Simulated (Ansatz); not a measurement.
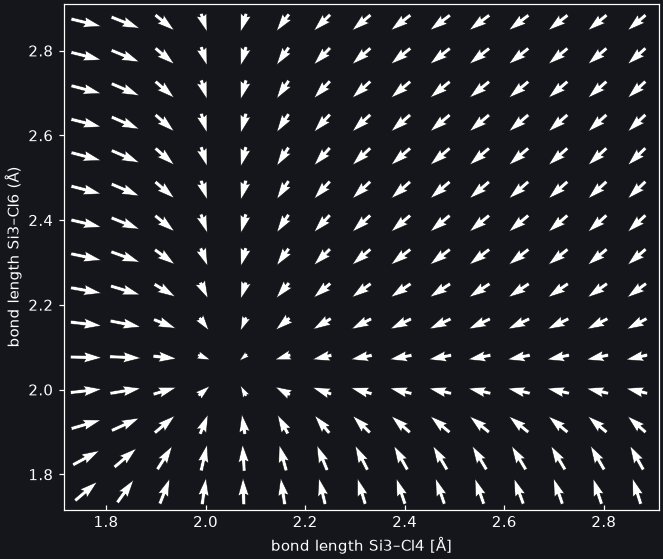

CCl₃NSi, SMILES N#C[Si](Cl)(Cl)Cl. First axis: bond length Si3–Cl4. Second axis: bond length Si3–Cl6. Nothing is relaxed (all other coordinates rigid). The grid has 15 × 15 points; 120 points were computed and 105 follow by symmetry. Computed with Ansatz, RKS PBE-D4/def2-SVP.

The picture shows arrows along the force (downhill), their lengths compressed.

The arrows alone are given. Where is the energy lowest?

The arrows converge at about bond length Si3–Cl4 = 2.047 Å, bond length Si3–Cl6 = 2.047 Å (read from the interpolated surface).

The energy map of the same scan:

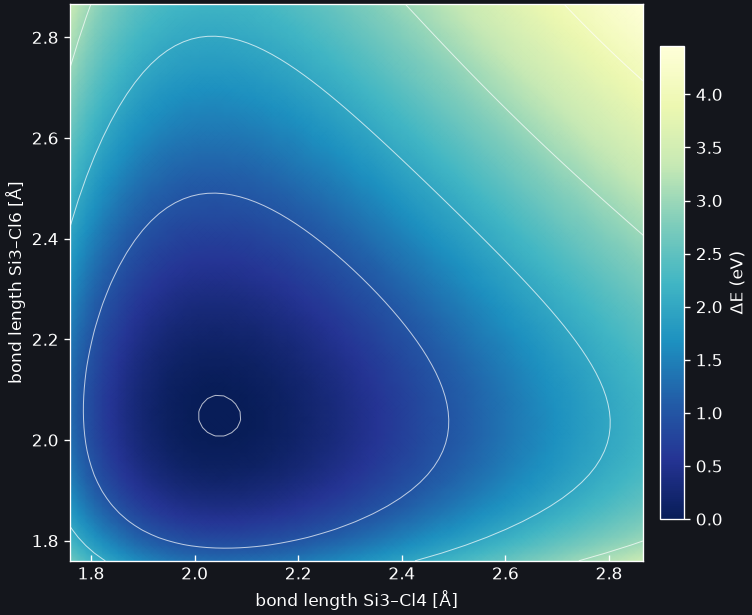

Energies are in eV, from the lowest grid point; between grid points the surface is interpolated.
